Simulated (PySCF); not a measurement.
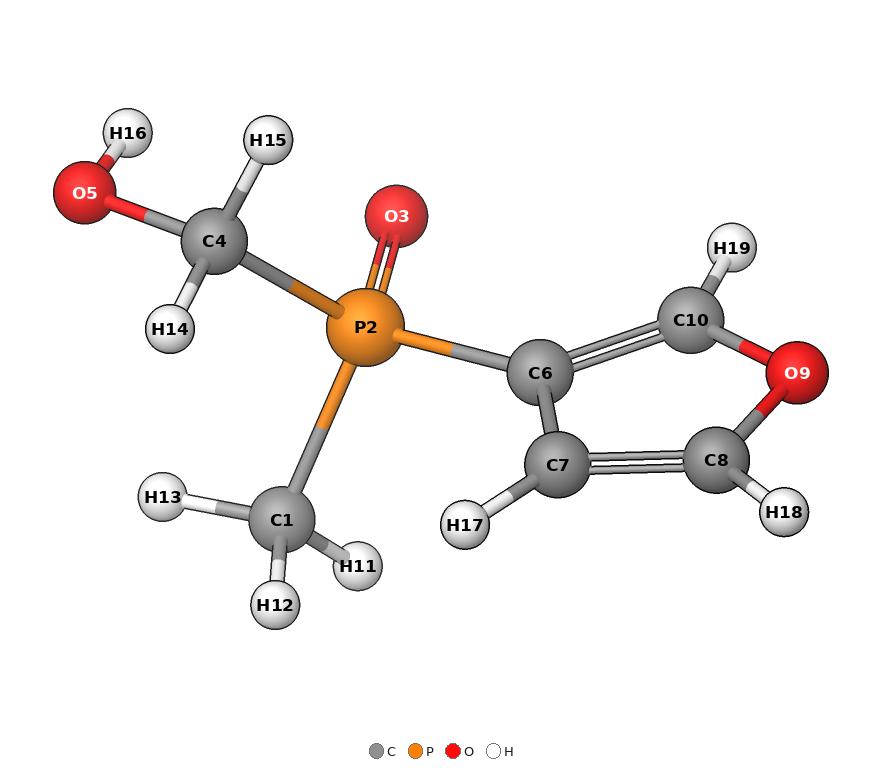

The geometry was computed by an optimisation with GFN2-xTB. No frequency run is at hand to confirm it as a minimum. Electric field gradients from the ground-state density, PBE0/pcSseg-1 (PySCF 2.14.0), non-relativistic apart from any core potentials.

Give the largest field-gradient component, the quadrupole coupling constant and the asymmetry for 17O at O3 (Q = −25.6 mb), 17O at O5 (Q = −25.6 mb), 17O at O9 (Q = −25.6 mb), 2H at H11 (Q = 2.86 mb), 2H at H12 (Q = 2.86 mb), 2H at H13 (Q = 2.86 mb), 2H at H14 (Q = 2.86 mb).

```tsv
atom	V_zz (a.u.)	e²qQ/h (MHz)	η
O3	0.843	−5.07	0.24
O5	−1.940	11.67	0.92
O9	1.401	−8.43	0.10
H11	0.314	0.211	0.01
H12	0.322	0.216	0.01
H13	0.310	0.209	0.01
H14	0.303	0.203	0.06
```

The geometry is semi-empirical. Around P such bond lengths and angles can be off by a tenth of an ångström or more and by several degrees, and values that hang on the shape move with them.
